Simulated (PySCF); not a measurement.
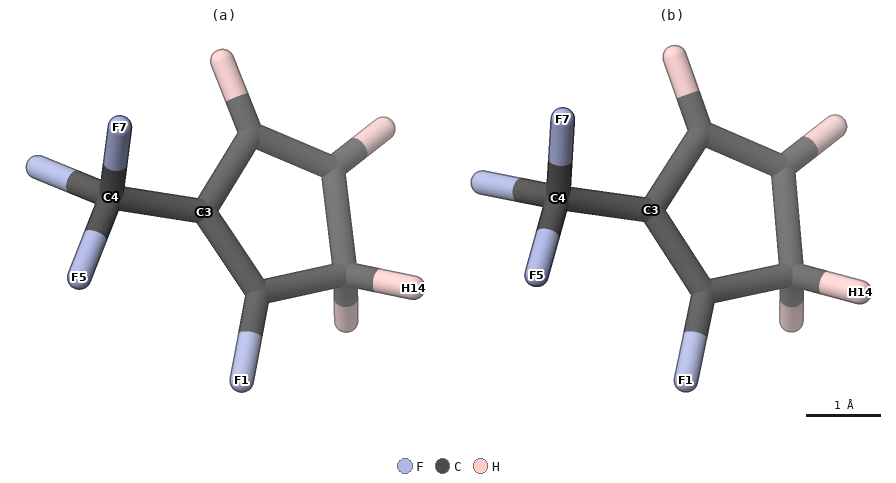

The structure of C$_{6}$H$_{4}$F$_{4}$ before (left) and after (right) a relaxation, at one scale.

Style: stick. Shown at a tilt.

The start comes from GFN2-xTB.

Method: PBE0-D3(BJ)/def2-SVP geometry optimisation, gas phase in PySCF. 

> What changed between the two?

The energy falls by 0.90 kcal/mol in 5 geometry steps. An F atom moves most after the best rigid fit: 0.22 Å. Largest moves by element: F 0.22 Å, H 0.09 Å, C 0.05 Å. Among the contacts that change: C–H 1.073 → 1.089 Å, C–H 1.092 → 1.105 Å, C–F 1.327 → 1.314 Å, C–C 1.455 → 1.467 Å.
